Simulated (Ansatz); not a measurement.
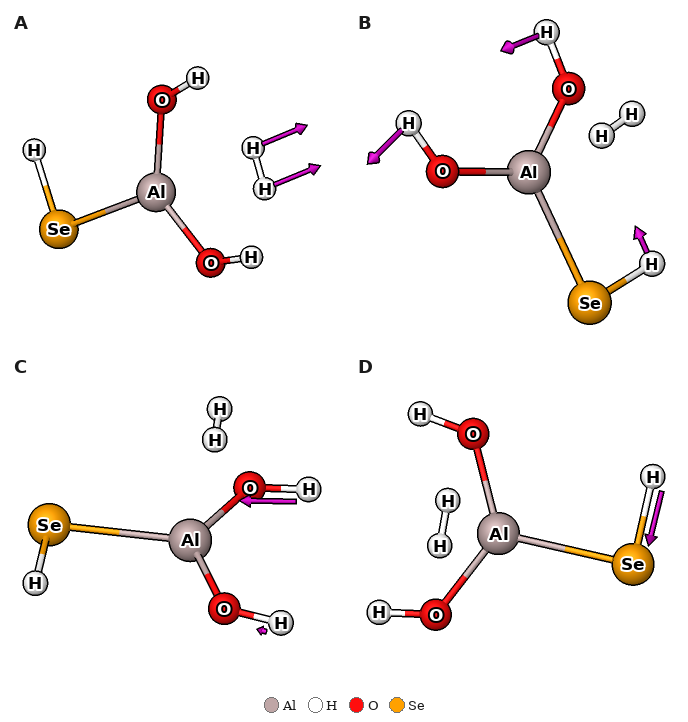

4 normal modes of one molecule or complex, as arrows. Harmonic vibrations computed with RKS PBE0-D4/def2-TZVP (Ansatz 0.2.0) at a stationary point of the same level.

> Match the panels to the wavenumbers 145 cm⁻¹, 549 cm⁻¹, 2444 cm⁻¹, 3978 cm⁻¹.

A: 145 cm⁻¹
B: 549 cm⁻¹, Al–O–H bending
C: 3978 cm⁻¹, O–H stretching
D: 2444 cm⁻¹, Se–H stretching
